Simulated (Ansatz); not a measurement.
# Tl2Te (model cell, started as cuprite): following an unstable mode, part 3 of 3

Which phase does Tl2Te (model cell, started as cuprite) fall into along its unstable mode, and how much energy does it gain?

Ansatz 0.2.0; DFT PBEsol, scalar-relativistic, plane waves, PAW.

So far. Step 4 (The mode frozen in, largest atomic shift 0.22 Å): The run ends at a pressure of 0.04 GPa, with forces up to 0.29 eV/Å. Step 5 (Energy along the mode, all amplitudes (two of the runs …): The lowest of the steps tried is at 0.22 Å, 1.86 meV/atom below the parent; the bottom of the well need not coincide with a step.

The structure was built from a prototype and need not be the compound's stable phase.

In doubt: the program warns that the response may not be converged on this k-mesh (step 2), which bears on dielectric and field responses.

### Step 6. Relaxation from the frozen mode (continued)

The steps of the relaxation (22 of 32):

```
step  energy less that of the first step (eV)  largest force component (eV/Å)  pressure (GPa)  volume (Å³)
   1                                   0.0000                          0.1662            0.04       777.92
   2                                  -0.0905                          0.1111           -0.07       775.84
   4                                  -0.6098                          0.2716           -0.37       751.21
   5                                  -1.1253                          0.3257           -0.56       728.59
   7                                  -2.1387                          0.2080           -0.23       642.90
   8                                  -2.2953                          0.1171           -0.37       613.12
  10                                  -2.7154                          0.1769           -0.36       553.47
  11                                  -2.9490                          0.1828           -0.24       526.86
  13                                  -3.3211                          0.1115            0.17       491.96
  14                                  -3.3331                          0.0919            0.17       492.83
  16                                  -3.3915                          0.0836           -0.12       498.41
  17                                  -3.3933                          0.1535            0.24       491.43
  19                                  -3.4420                          0.2520            0.24       474.20
  20                                  -3.5311                          0.1182            0.14       473.68
  22                                  -3.4638                          0.3038           -0.77       502.89
  23                                  -3.5723                          0.0574            0.08       482.71
  25                                  -3.6363                          0.0817           -0.11       495.55
  26                                  -3.6678                          0.0501           -0.06       507.10
  28                                  -3.6702                          0.0327           -0.03       510.18
  29                                  -3.6726                          0.0121            0.00       507.69
  31                                  -3.6727                          0.0009            0.00       507.33
 32*                                  -3.6651                          0.0009           -0.02       507.33
```

Relaxation steps marked * repeat the geometry before them on a plane-wave basis chosen anew for their cell, so energy and pressure can jump there. Other such steps can lie between the rows shown. Relaxation step 22 was tried and not accepted.

The run keeps the 12 symmetry operations that it works with, so distortions that break them were not tested.

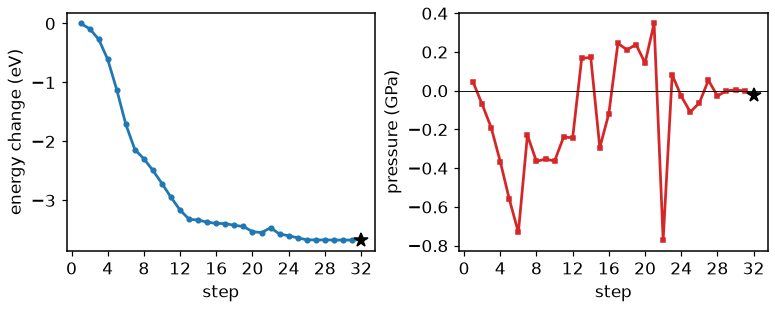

Energy and pressure along the relaxation. Stars mark steps on a basis chosen anew.

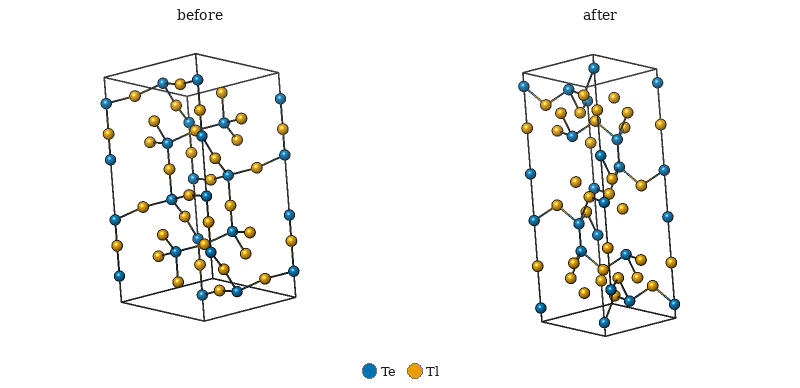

The structure before and after the relaxation, drawn at the same scale. Bonds to atoms that aren't drawn are left out.

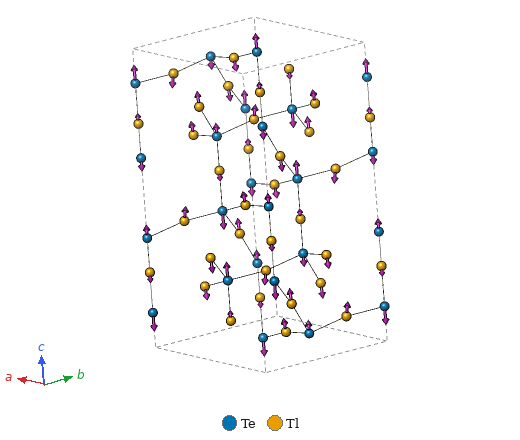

Displacements in the relaxation, scaled, measured against the changing cell; the longest in the cell stands for 1.72 Å. Some periodic images of atoms are drawn too.

| cell as run | before | after | change |
| --- | --- | --- | --- |
| a (Å) | 10.323 | 10.399 | +0.7 % |
| b (Å) | 10.323 | 7.920 | -23.3 % |
| c (Å) | 10.323 | 10.399 | +0.7 % |
| β (°) | 60.00 | 44.77 | -25.4 % |
| γ (°) | 60.00 | 67.62 | +12.7 % |
| volume (Å³/atom) | 64.83 | 42.28 | -34.8 % |

The atoms that moved most (Å, as changes of fractional coordinates times the final cell):

| atom | dx | dy | dz | length |
| --- | --- | --- | --- | --- |
| Te2 | 0.990 | 0.990 | -0.990 | 1.715 |
| Te3 | -0.990 | -0.990 | 0.990 | 1.715 |
| Tl12 | -0.814 | -0.572 | 0.814 | 1.286 |
| Tl5 | 0.814 | 0.814 | -0.572 | 1.286 |
| Tl6 | -0.814 | -0.814 | 0.572 | 1.286 |
| Tl11 | 0.814 | 0.572 | -0.814 | 1.286 |
| Tl10 | -0.572 | -0.814 | 0.814 | 1.286 |
| Tl9 | 0.572 | 0.814 | -0.814 | 1.286 |

Final coordinates:

```xyz
12
Lattice="7.2589 7.2589 -1.6588 5.6002 0.0000 5.6002 7.2589 1.6588 -7.2589" Properties=species:S:1:pos:R:3 pbc="T T T"
Te    0.5062    0.5062   -0.5062
Te    7.5606    1.9605   -1.9605
Te    9.3426    3.7425   -3.7425
Te    9.1381    3.5379    2.0622
Tl    9.7270    4.1268   -6.7025
Tl    7.1763    1.5761    0.9996
Tl   12.0584    6.4582   -6.4582
Tl   12.1038    6.5037   -0.9035
Tl   12.3027    4.1268   -4.1268
Tl    4.6006    1.5761   -1.5761
Tl    9.7270    6.7025   -4.1268
Tl   14.4352    6.2593   -3.2349
```

Numbers from this step:

| Quantity | Value |
| --- | --- |
| pressure | -0.02006 GPa |
| volume per atom | 42.28 Å³ |
| gap on the k-mesh | 0 eV |

The distorted start has space group R-3m; the relaxation ends in R-3m.

### Step 7. Outcome

| Item | Value |
| --- | --- |
| unstable mode of the parent | q = (-0.5, -0.5, -0.5), 55i cm⁻¹ |
| depth at the lowest point sampled | 1.86 meV/atom |
| largest atomic shift at that point | 0.22 Å |
| space group reached (within 0.01 Å) | R-3m |
| energy gained over the parent (first relaxation, on the mesh of the frozen mode) | 307 meV/atom |
| volume per atom, phase reached | 42.3 Å³ |

From this start the structure relaxes into R-3m, 307 meV/atom below the parent. At the parent's cell the well is 1.865 meV/atom deep on the steps tried, with its lowest point at a shift of 0.22 Å. Relaxing atoms and cell changes the gain by +305.40 meV/atom against the lowest step (energies at zero smearing). Most of the total comes from this relaxation. The frozen pattern makes up only 22 % of the final shifts of the atoms, so other modes or strain give most of the change. The modes of the phase reached were not computed on this path. Of the 6 patterns followed to their end from this parent, this one ends 275 meV/atom above the lowest, P4/nmm. Each path keeps the symmetry of its pattern, so a lower phase may lie along a pattern not tried. The program warns that the interpolation holds no quadrupole term, so branches close to Γ can be off in this crystal. In this run the field response is not settled by the k meshes in reach, so its dielectric tensor, Born charges and longitudinal modes are rough. The volume moved by more than a tenth on the k mesh of the start, so the energy gain is rough. Spin-orbit coupling is left out, which can matter for the heavy elements here. The starting cell was built on a prototype and not taken from a measurement, so the phase need not exist.

[Logs are printed without paths, hosts, clocks, repeated set-up lines and the standing remarks that a program may print on its own settings, such as how far it seeks lower states.]

[Hosts, paths, dates, database ids (printed as entryN), source tags and the programs' standing remarks are cut or masked in the printed files.]
